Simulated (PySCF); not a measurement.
**C₂H₃BO₂: a tour of settings**

Which settings matter for C₂H₃BO₂ (`C#CB(O)O`)?

The runs use PySCF 2.14.0, with density-fitted response routines of our own; the level of theory stands in each step. All values are computed, except where a source is named. Atoms count from 0, in the outputs and in this text.

### 1 Starting geometry

8 atoms, charge 0, multiplicity 1; geometry from: GFN2-xTB.

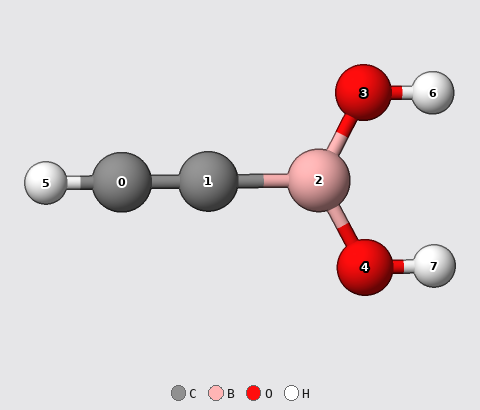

The starting geometry (carbon grey, boron pink, oxygen red, hydrogen white), atoms numbered.

### 2 Shielding tensors: PBE0/pcSseg-1

The job: settings as JSON, then the geometry in Å.

```
{"job": {"kind": "nmr", "xc": "PBE0", "basis": "pcSseg-1"}, "charge": 0, "multiplicity": 1}
C      2.274754     0.197279    -0.039091
C      1.078174     0.093889    -0.019659
B     -0.447479    -0.037280     0.003905
O     -1.004900    -0.756250     1.009445
O     -1.150693     0.572563    -0.982235
H      3.322224     0.286607    -0.055555
H     -1.959598    -0.827935     1.018344
H     -2.103424     0.480540    -0.959719
```

With the program's defaults for keys left out, this is: GIAO PBE0/pcSseg-1 NMR shielding, non-relativistic, gas phase.

The run is started by

```
OMP_NUM_THREADS=1 python probes_run.py task.json out
```

This one command runs all jobs of the session in turn.

Output:

```text
coarse grid: 7296 points
cycle   1  E = -252.8553828697  dE =  7.413e-01  |g| = 8.735e-01  |ddm| = 2.578e+00
cycle   2  E = -252.7525722982  dE =  1.028e-01  |g| = 1.163e+00  |ddm| = 1.219e+00
cycle   3  E = -252.9920731556  dE = -2.395e-01  |g| = 1.368e-01  |ddm| = 7.007e-01
cycle   4  E = -252.9955499101  dE = -3.477e-03  |g| = 7.316e-02  |ddm| = 1.288e-01
cycle   5  E = -252.9968061273  dE = -1.256e-03  |g| = 1.737e-02  |ddm| = 5.277e-02
cycle   6  E = -252.9968796783  dE = -7.355e-05  |g| = 2.307e-03  |ddm| = 1.461e-02
cycle   7  E = -252.9968808867  dE = -1.208e-06  |g| = 4.410e-04  |ddm| = 1.803e-03
final grid: 72160 points
cycle   8  E = -253.0449954125  dE = -2.602e-05  |g| = 6.203e-03  |ddm| = 1.808e-02
cycle   9  E = -253.0449906128  dE =  4.800e-06  |g| = 8.271e-03  |ddm| = 8.623e-03
cycle  10  E = -253.0450029456  dE = -1.233e-05  |g| = 5.451e-04  |ddm| = 4.507e-03
cycle  11  E = -253.0450030099  dE = -6.430e-08  |g| = 1.351e-04  |ddm| = 5.318e-04
cycle  12  E = -253.0450030126  dE = -2.740e-09  |g| = 8.304e-05  |ddm| = 1.323e-04
cycle  13  E = -253.0450030141  dE = -1.538e-09  |g| = 2.468e-05  |ddm| = 6.378e-05
cycle  14  E = -253.0450030143  dE = -1.532e-10  |g| = 5.093e-06  |ddm| = 1.835e-05
converged SCF energy = -253.0450030143

GIAO shielding tensors (ppm)
atom      isotropic    diamagn.    paramagn.     s11        s22        s33       span
  0 C       92.246     260.927    -168.681      7.248     18.956    250.533    243.285
  1 C       99.486     257.199    -157.713      0.483      7.704    290.271    289.789
  2 B       82.681     194.269    -111.589     66.959     84.535     96.548     29.588
  3 O      209.863     385.700    -175.837    112.180    255.526    261.883    149.703
  4 O      209.846     385.674    -175.827    112.124    255.574    261.841    149.718
  5 H       30.035      33.040      -3.005     25.164     25.271     39.669     14.505
  6 H       28.262      30.667      -2.405     22.983     23.883     37.921     14.938
  7 H       28.263      30.660      -2.397     22.983     23.890     37.917     14.933
```

Run time: 4.5 s. Hardware: 1 thread of AMD EPYC 9R14, shared host; peak memory 0.44 GiB.

Shifts follow as δ = σ(reference) − σ, with reference shieldings (ppm) from runs at the same level and on the same kind of geometry: ¹H TMS 31.72, ¹³C TMS 186.9, ¹⁷O H2O 336.1, ¹¹B BF3·OEt2 100.1. The references are single molecules in the gas phase, so shifts against H2O, NH3, PH3, H3PO4 or CFCl3 are not on the usual liquid scales and can be off by tens of ppm. Atoms listed in one row are averaged.

| atoms | environment | σ (ppm) | δ (ppm) | δ scaled to CDCl3 |
| --- | --- | --- | --- | --- |
| C0 | terminal alkyne carbon | 92.2 | 94.7 | 90.5 |
| C1 | alkyne carbon | 99.5 | 87.4 | 83.4 |
| H6, H7 | hydrogen on an oxygen bonded to B | 28.26 | 3.45 | – |
| H5 | hydrogen on a terminal alkyne carbon | 30.03 | 1.68 | 1.69 |
| B2 | boron bonded to C, 2 O | 82.7 | 17.4 | – |
| O3, O4 | oxygen bonded to B, H | 209.9 | 126.2 | – |

The scaled column applies a straight-line fit of computed shieldings to shifts measured in CDCl3 (root-mean-square error 0.16 ppm for H, 1.9 ppm for C).

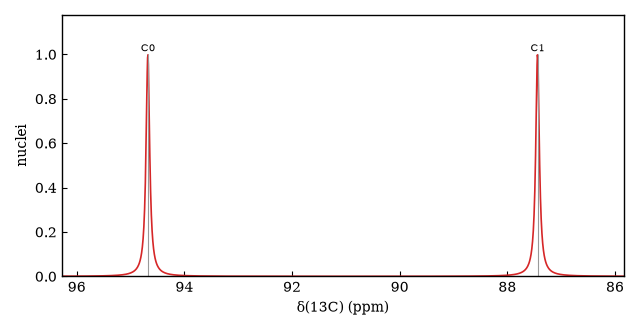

¹³C lines at the computed shifts, without couplings. Lines are broadened to a width of 0.08 ppm (Lorentzian).

The run also stored atomic charges by several schemes (e):

| atoms | Mulliken | IAO | Hirshfeld | ESP fit |
| --- | --- | --- | --- | --- |
| C0 | -0.25 | -0.19 | -0.08 | -0.35 |
| C1 | 0.00 | -0.15 | -0.12 | -0.15 |
| B2 | 0.51 | 0.49 | 0.25 | 0.71 |
| O3, O4 | -0.40 | -0.54 | -0.25 | -0.68 |

Hirshfeld charges:

| atom | value (e) |
| --- | --- |
| C0 | -0.08 |
| C1 | -0.12 |
| B2 | 0.25 |
| O3 | -0.25 |
| O4 | -0.25 |
| H5 | 0.10 |
| H6 | 0.18 |
| H7 | 0.18 |

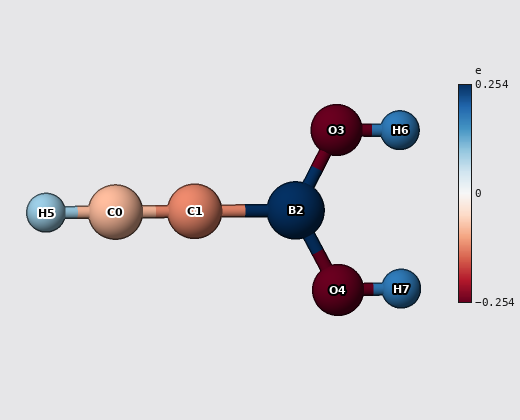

Hirshfeld charges, as colours on the atoms.

Mayer bond orders: C0–C1 2.57, C1–B2 0.92, B2–O3 1.26, B2–O4 1.26.

### 3 TDDFT and polarisability: PBE0/def2-SVPD

The job, as its differences from that of step 2:

```diff
@@ -1,2 +1,2 @@
-{"job": {"kind": "nmr", "xc": "PBE0", "basis": "pcSseg-1"}, "charge": 0, "multiplicity": 1}
+{"job": {"kind": "uv", "xc": "PBE0", "basis": "def2-SVPD", "nstates": 6, "ntriplets": 2}, "charge": 0, "multiplicity": 1}
 C      2.274754     0.197279    -0.039091
```

Method: TDDFT PBE0/def2-SVPD, vertical, gas phase, core orbitals frozen in the response.

Output:

```text
coarse grid: 7296 points
cycle   1  E = -252.7151656399  dE =  7.007e-01  |g| = 8.279e-01  |ddm| = 8.005e+00
cycle   2  E = -252.5863772428  dE =  1.288e-01  |g| = 1.167e+00  |ddm| = 2.077e+00
cycle   3  E = -252.8461319173  dE = -2.598e-01  |g| = 1.387e-01  |ddm| = 1.291e+00
cycle   4  E = -252.8499076732  dE = -3.776e-03  |g| = 7.421e-02  |ddm| = 2.243e-01
cycle   5  E = -252.8512143863  dE = -1.307e-03  |g| = 1.807e-02  |ddm| = 8.349e-02
cycle   6  E = -252.8512986518  dE = -8.427e-05  |g| = 2.031e-03  |ddm| = 3.183e-02
cycle   7  E = -252.8512996528  dE = -1.001e-06  |g| = 3.771e-04  |ddm| = 5.064e-03
final grid: 72160 points
cycle   8  E = -252.8988702136  dE = -2.431e-05  |g| = 5.739e-03  |ddm| = 8.369e-02
cycle   9  E = -252.8988652309  dE =  4.983e-06  |g| = 7.846e-03  |ddm| = 1.553e-02
cycle  10  E = -252.8988773119  dE = -1.208e-05  |g| = 5.406e-04  |ddm| = 7.564e-03
cycle  11  E = -252.8988773813  dE = -6.945e-08  |g| = 1.705e-04  |ddm| = 1.167e-03
cycle  12  E = -252.8988773839  dE = -2.621e-09  |g| = 1.348e-04  |ddm| = 3.370e-04
cycle  13  E = -252.8988773886  dE = -4.615e-09  |g| = 1.628e-05  |ddm| = 1.626e-04
cycle  14  E = -252.8988773886  dE = -6.781e-11  |g| = 4.452e-06  |ddm| = 2.802e-05
converged SCF energy = -252.8988773886

Static polarisability (au): isotropic 43.732, principal 30.941 38.178 62.078

Singlet excitations
state   eV       nm        f      main configurations
  1   5.6950    217.7   0.00000   H->L 0.98
  2   6.3820    194.3   0.04517   H-1->L 0.69, H->L+2 0.26
  3   6.9493    178.4   0.00634   H->L+1 0.99
  4   6.9712    177.9   0.00000   H-1->L+2 0.87, H-1->L+4 0.12
  5   7.0145    176.8   0.00018   H-1->L+1 0.99
  6   7.9104    156.7   0.00001   H-2->L+1 0.97

Triplet excitations (Tamm-Dancoff, eV): 4.8030 5.1864
```

Wall time 4.8 s (1 thread of AMD EPYC 9R14, shared host); peak memory 0.56 GiB.

The orbitals next to the gap, with their largest atomic shares:

| orbital | eV | atoms |
| --- | --- | --- |
| HOMO−3 | -10.21 | O3 43 %, O4 43 %, B2 7 % |
| HOMO−2 | -9.78 | O4 43 %, O3 43 %, B2 8 % |
| HOMO−1 | -8.25 | C1 43 %, C0 42 %, B2 6 % |
| HOMO | -8.15 | C0 45 %, C1 44 %, H5 4 % |
| LUMO | -0.41 | C0 27 %, C1 25 %, B2 22 % |
| LUMO+1 | -0.35 | B2 35 %, O3 18 %, O4 18 % |
| LUMO+2 | 0.75 | C0 27 %, C1 24 %, O4 12 % |

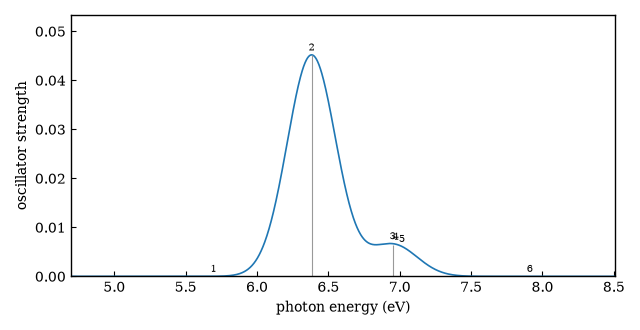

Absorption spectrum from the 6 singlet states computed; above the last one it falls off for lack of states. Lines are broadened to a width of 0.40 eV (Gaussian).

Ground-state properties from the same run:

| property | computed |
| --- | --- |
| dipole moment (D) | 2.33 |
| polarisability (Å³) | 6.48 |
| HOMO–LUMO gap (eV) | 7.74 |
| −ε(HOMO) (eV) | 8.15 |

### 4 J couplings: X3LYP/aug-pcSseg-1

The job, as its differences from that of step 3:

```diff
@@ -1,2 +1,2 @@
-{"job": {"kind": "uv", "xc": "PBE0", "basis": "def2-SVPD", "nstates": 6, "ntriplets": 2}, "charge": 0, "multiplicity": 1}
+{"job": {"kind": "j", "xc": "X3LYP", "basis": "aug-pcSseg-1", "scf": {"aux": "def2-qzvpp-jkfit"}}, "charge": 0, "multiplicity": 1}
 C      2.274754     0.197279    -0.039091
```

With the program's defaults for keys left out, this is: X3LYP/aug-pcSseg-1 indirect spin-spin coupling, non-relativistic, gas phase.

Output:

```text
final grid: 72160 points
cycle   1  E = -253.0920129225  dE =  7.452e-01  |g| = 9.546e-01  |ddm| = 5.162e+00
cycle   2  E = -252.8708233258  dE =  2.212e-01  |g| = 1.447e+00  |ddm| = 3.436e+00
cycle   3  E = -253.2538857072  dE = -3.831e-01  |g| = 1.569e-01  |ddm| = 2.289e+00
cycle   4  E = -253.2582575942  dE = -4.372e-03  |g| = 9.138e-02  |ddm| = 2.700e-01
cycle   5  E = -253.2601620714  dE = -1.904e-03  |g| = 2.687e-02  |ddm| = 1.138e-01
cycle   6  E = -253.2603414933  dE = -1.794e-04  |g| = 2.665e-03  |ddm| = 3.013e-02
cycle   7  E = -253.2603430998  dE = -1.607e-06  |g| = 5.226e-04  |ddm| = 3.119e-03
cycle   8  E = -253.2603431598  dE = -6.001e-08  |g| = 1.275e-04  |ddm| = 1.131e-03
cycle   9  E = -253.2603431638  dE = -4.049e-09  |g| = 1.845e-05  |ddm| = 2.319e-04
cycle  10  E = -253.2603431639  dE = -8.231e-11  |g| = 3.192e-06  |ddm| = 2.924e-05
converged SCF energy = -253.2603431639

Indirect spin-spin couplings (Hz)
  i      j    bonds     total        FC       PSO       DSO        SD
  0 C    1 C    1    191.036   174.118     6.233     0.068    10.617
  0 C    2 B    2     23.793    21.635     1.693    -0.124     0.589
  0 C    3 O    3     -3.943    -3.612    -0.116     0.039    -0.255
  0 C    4 O    3     -3.922    -3.592    -0.114     0.039    -0.255
  0 C    5 H    1    240.590   241.009    -1.338     0.378     0.541
  0 C    6 H    4      1.662     1.693     0.603    -0.538    -0.097
  0 C    7 H    4      1.651     1.683     0.603    -0.537    -0.097
  1 C    2 B    1    143.382   144.313    -1.536     0.344     0.261
  1 C    3 O    2    -15.660   -15.732     0.009    -0.007     0.069
  1 C    4 O    2    -15.626   -15.698     0.009    -0.007     0.069
  1 C    5 H    2     34.325    28.801     5.781    -1.246     0.989
  1 C    6 H    3      7.929     7.965     0.544    -0.653     0.073
  1 C    7 H    3      7.913     7.949     0.544    -0.653     0.073
  2 B    3 O    1    -20.729   -25.511     5.105    -0.135    -0.187
  2 B    4 O    1    -20.714   -25.498     5.107    -0.135    -0.187
  2 B    5 H    3      3.360     3.113     0.650    -0.494     0.091
  2 B    6 H    2      2.259     3.528    -0.132    -1.047    -0.090
  2 B    7 H    2      2.238     3.508    -0.135    -1.045    -0.090
  3 O    4 O    2     -2.754     0.304    -3.254    -0.024     0.219
  3 O    5 H    4      0.802     0.754    -0.112     0.157     0.002
  3 O    6 H    1    -95.284   -81.672   -12.332    -0.341    -0.939
  3 O    7 H    3     -0.372    -1.482     0.774     0.092     0.244
  4 O    5 H    4      0.805     0.757    -0.112     0.157     0.002
  4 O    6 H    3     -0.370    -1.479     0.774     0.092     0.244
  4 O    7 H    1    -95.246   -81.634   -12.333    -0.341    -0.938
  5 H    6 H    5     -0.289    -0.115     1.452    -1.673     0.046
  5 H    7 H    5     -0.291    -0.116     1.452    -1.673     0.046
  6 H    7 H    4      0.247    -0.001    -1.797     1.854     0.190
```

Wall time 10 s (1 thread of AMD EPYC 9R14, shared host); peak memory 0.59 GiB.

The basis is not made for couplings: without tight functions at the nuclei these values are rough.

A choice of the couplings up to four bonds, sorted by the number of bonds, with means over like pairs; isotopes 11B, 13C, 1H, 17O:

| pair | bonds | J (Hz) | Fermi contact (Hz) | dihedral (°) |
| --- | --- | --- | --- | --- |
| C0–H5 | 1 | 240.6 | 241.0 | – |
| C0–C1 | 1 | 191.0 | 174.1 | – |
| C1–B2 | 1 | 143.4 | 144.3 | – |
| O3–H6 | 1 | -95.3 | -81.7 | – |
| B2–O3 | 1 | -20.7 | -25.5 | – |
| C1–H5 | 2 | 34.3 | 28.8 | – |
| C0–B2 | 2 | 23.8 | 21.6 | – |
| C1–O3 | 2 | -15.6 | -15.7 | – |
| O3–O4 | 2 | -2.8 | 0.3 | – |
| B2–H6 | 2 | 2.2 | 3.5 | – |
| C1–H6 | 3 | 7.9 | 8.0 | 180 |
| C0–O3 | 3 | -3.9 | -3.6 | – |
| B2–H5 | 3 | 3.4 | 3.1 | – |
| C0–H6 | 4 | 1.7 | 1.7 | – |

Quadrupole couplings from the field gradients of the same density:

| atom | isotope | eQq/h (MHz) | η |
| --- | --- | --- | --- |
| O3 | 17O | -8.573 | 0.11 |
| O4 | 17O | -8.570 | 0.11 |
| B2 | 11B | 3.105 | 0.29 |

Shifts (PBE0/pcSseg-1, scaled to CDCl3 for protons on carbon, raw for the others) and these couplings together give the proton spectrum at 500 MHz below. Couplings to quadrupolar nuclei are left out.

¹H NMR δ 3.45 (br s, 2H), 1.69 (s, 1H).

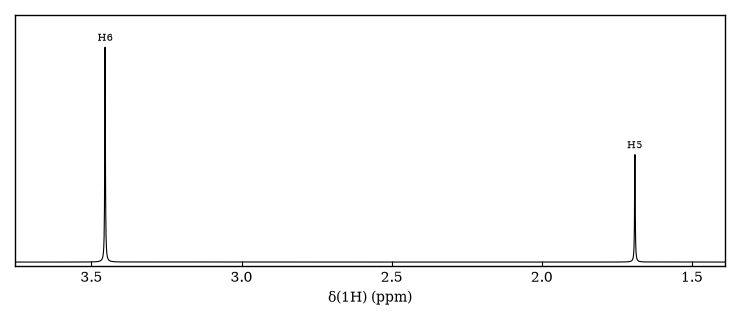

Simulated proton spectrum at 500 MHz, by exact diagonalisation of each spin system; lines 1.2 Hz wide, exchangeable protons uncoupled.

### 5 Ultraviolet spectrum: PBE0/def2-SVPD

The job, as its differences from that of step 4:

```diff
@@ -1,2 +1,2 @@
-{"job": {"kind": "j", "xc": "X3LYP", "basis": "aug-pcSseg-1", "scf": {"aux": "def2-qzvpp-jkfit"}}, "charge": 0, "multiplicity": 1}
+{"job": {"kind": "uv", "xc": "PBE0", "basis": "def2-SVPD", "nstates": 6, "ntriplets": 5, "tda": false, "scf": {"damp": 0.1}}, "charge": 0, "multiplicity": 1}
 C      2.274754     0.197279    -0.039091
```

With the program's defaults for keys left out, this is: TDDFT PBE0/def2-SVPD, vertical, gas phase, core orbitals frozen in the response.

Output:

```text
damping 0.10 in the first 6 cycles
final grid: 72160 points
cycle   1  E = -252.7616192847  dE =  7.011e-01  |g| = 8.322e-01  |ddm| = 7.966e+00
cycle   2  E = -252.7167901859  dE =  4.483e-02  |g| = 9.716e-01  |ddm| = 1.854e+00
cycle   3  E = -252.6264471414  dE =  9.034e-02  |g| = 1.187e+00  |ddm| = 2.034e+00
cycle   4  E = -252.3355345574  dE =  2.909e-01  |g| = 1.609e+00  |ddm| = 2.699e+00
cycle   5  E = -251.8045993129  dE =  5.309e-01  |g| = 2.136e+00  |ddm| = 3.595e+00
cycle   6  E = -246.2865252198  dE =  5.518e+00  |g| = 4.328e+00  |ddm| = 3.449e+01
cycle   7  E = -236.1212044270  dE =  1.017e+01  |g| = 6.771e+00  |ddm| = 3.536e+01
cycle   8  E = -251.4473505969  dE = -1.533e+01  |g| = 2.398e+00  |ddm| = 1.689e+01
cycle   9  E = -252.7290375598  dE = -1.282e+00  |g| = 8.026e-01  |ddm| = 6.389e+00
cycle  10  E = -252.8196591700  dE = -9.062e-02  |g| = 5.325e-01  |ddm| = 2.337e+00
cycle  11  E = -252.8967851380  dE = -7.713e-02  |g| = 9.539e-02  |ddm| = 7.521e-01
cycle  12  E = -252.8986976310  dE = -1.912e-03  |g| = 2.478e-02  |ddm| = 4.294e-01
cycle  13  E = -252.8988662619  dE = -1.686e-04  |g| = 6.449e-03  |ddm| = 7.464e-02
cycle  14  E = -252.8988771319  dE = -1.087e-05  |g| = 1.019e-03  |ddm| = 1.724e-02
cycle  15  E = -252.8988773403  dE = -2.084e-07  |g| = 4.092e-04  |ddm| = 3.386e-03
cycle  16  E = -252.8988773880  dE = -4.766e-08  |g| = 4.427e-05  |ddm| = 1.028e-03
cycle  17  E = -252.8988773886  dE = -6.580e-10  |g| = 5.286e-06  |ddm| = 1.980e-04
converged SCF energy = -252.8988773886

Static polarisability (au): isotropic 43.732, principal 30.941 38.178 62.078

Singlet excitations
state   eV       nm        f      main configurations
  1   5.6950    217.7   0.00000   H->L 0.98
  2   6.3820    194.3   0.04517   H-1->L 0.69, H->L+2 0.26
  3   6.9493    178.4   0.00634   H->L+1 0.99
  4   6.9712    177.9   0.00000   H-1->L+2 0.87, H-1->L+4 0.12
  5   7.0145    176.8   0.00018   H-1->L+1 0.99
  6   7.9104    156.7   0.00001   H-2->L+1 0.97

Triplet excitations (Tamm-Dancoff, eV): 4.8030 5.1864 5.6606 6.5287 6.9181
```

Wall time 6.1 s (1 thread of AMD EPYC 9R14, shared host); peak memory 0.57 GiB.

This run: HOMO -8.15 eV, LUMO -0.41 eV; lowest singlet 5.70 eV.

### 6 NMR shieldings: BLYP/MINI in dichloromethane

The job, as its differences from that of step 5:

```diff
@@ -1,2 +1,2 @@
-{"job": {"kind": "uv", "xc": "PBE0", "basis": "def2-SVPD", "nstates": 6, "ntriplets": 5, "tda": false, "scf": {"damp": 0.1}}, "charge": 0, "multiplicity": 1}
+{"job": {"kind": "nmr", "xc": "BLYP", "basis": "MINI", "solvent": "dichloromethane", "pop": false, "grid": 4}, "charge": 0, "multiplicity": 1}
 C      2.274754     0.197279    -0.039091
```

Level: GIAO BLYP/MINI NMR shielding, non-relativistic, IEF-PCM dichloromethane.

Output:

```text
coarse grid: 7296 points
cycle   1  E = -251.2237139339  dE =  9.246e-01  |g| = 6.489e-01  |ddm| = 4.440e+00
cycle   2  E = -251.0779998942  dE =  1.457e-01  |g| = 9.414e-01  |ddm| = 2.315e+00
cycle   3  E = -251.3667375532  dE = -2.887e-01  |g| = 1.205e-01  |ddm| = 1.417e+00
cycle   4  E = -251.3700044954  dE = -3.267e-03  |g| = 7.281e-02  |ddm| = 2.335e-01
cycle   5  E = -251.3717041733  dE = -1.700e-03  |g| = 4.687e-03  |ddm| = 9.849e-02
cycle   6  E = -251.3717128577  dE = -8.684e-06  |g| = 7.857e-04  |ddm| = 1.149e-02
final grid: 188968 points
cycle   7  E = -251.3928538073  dE = -9.312e-06  |g| = 4.116e-03  |ddm| = 1.824e-02
cycle   8  E = -251.3928490125  dE =  4.795e-06  |g| = 5.592e-03  |ddm| = 1.371e-02
cycle   9  E = -251.3928584938  dE = -9.481e-06  |g| = 1.636e-03  |ddm| = 8.934e-03
cycle  10  E = -251.3928593215  dE = -8.277e-07  |g| = 3.505e-04  |ddm| = 2.311e-03
cycle  11  E = -251.3928593636  dE = -4.206e-08  |g| = 4.755e-05  |ddm| = 5.776e-04
cycle  12  E = -251.3928593641  dE = -5.839e-10  |g| = 2.179e-05  |ddm| = 1.002e-04
converged SCF energy = -251.3928593641

GIAO shielding tensors (ppm)
atom      isotropic    diamagn.    paramagn.     s11        s22        s33       span
  0 C      148.945     262.670    -113.725     92.664     94.608    259.562    166.897
  1 C      161.563     258.868     -97.305     95.099    104.287    285.303    190.205
  2 B      136.366     192.864     -56.498    129.961    134.965    144.171     14.210
  3 O      243.104     380.277    -137.174     85.550    253.826    389.935    304.385
  4 O      243.065     380.299    -137.234     85.526    253.893    389.777    304.251
  5 H       27.144      26.536       0.608     21.700     22.045     37.689     15.989
  6 H       25.009      25.416      -0.408     20.039     22.180     32.806     12.767
  7 H       25.010      25.414      -0.404     20.044     22.181     32.805     12.761
```

Run time: 2 s. Hardware: 1 thread of AMD EPYC 9R14, shared host.

In short: σ C0 148.9, C1 161.6, B2 136.4, O3 243.1, H6 25.01, H5 27.14 ppm (means over like atoms).

### 7 Run by run: NMR shifts

Isotropic shieldings (ppm), means over like atoms, with basis size and wall time:

| run | C0 | C1 | H6 | H5 | B2 | O3 | functions | time |
| --- | --- | --- | --- | --- | --- | --- | --- | --- |
| PBE0/pcSseg-1 | 92.2 | 99.5 | 28.26 | 30.03 | 82.7 | 209.9 | 100 | 4.5 s |
| BLYP/MINI in dichloromethane | 148.9 | 161.6 | 25.01 | 27.14 | 136.4 | 243.1 | 28 | 2 s |

### 8 Outcome

| quantity | value |
| --- | --- |
| ¹³C shifts against TMS (PBE0/pcSseg-1) | 94.7, 87.4 ppm |
| ¹H shifts against TMS (PBE0/pcSseg-1, means over atoms taken as alike) | 3.45, 1.68 ppm |
| ¹¹B shifts against BF3·OEt2 (PBE0/pcSseg-1) | 17.4 ppm |
| ¹⁷O shifts against H2O (PBE0/pcSseg-1, means over atoms taken as alike) | 126.2 ppm |
| lowest singlet (PBE0/def2-SVPD) | 5.70 eV (218 nm), f = 0.000 |
| brightest single state of those computed | state 2, 6.38 eV, f = 0.045 |
| lowest triplet | 4.80 eV |
| largest coupling of the table (X3LYP/aug-pcSseg-1) | ¹J(C,H) C0–H5, 240.6 Hz |
| range of the shielding of C1 | 99.5 to 161.6 ppm |
| property runs in this session | 5, of which 0 failed and 1 gave unsound results |

In words: Single values in the summary come from the first sound run of each kind (PBE0/pcSseg-1; PBE0/def2-SVPD; X3LYP/aug-pcSseg-1), which need not be the best level. At PBE0/pcSseg-1: Shielding is most anisotropic at C1 (span 290 ppm, paramagnetic term -158 ppm). The first singlet state (HOMO→LUMO 0.98) lies at 5.70 eV and is dark; of the 6 states computed, the strongest absorption comes from state 2 at 6.38 eV. The lowest triplet lies 0.89 eV below the lowest singlet (triplets in Tamm-Dancoff, singlets in full TDDFT). Of the pairs tabulated at X3LYP/aug-pcSseg-1, C0–H5 couples most strongly (240.6 Hz; Fermi contact 241.0 Hz). In ppm, C1 moves most: its shielding spreads over 62.1 ppm, from 99.5 (PBE0/pcSseg-1) to 161.6 (BLYP/MINI in dichloromethane). A minimal basis is unusable for shieldings, so that end is no result. Couplings from bases without tight functions are rough.
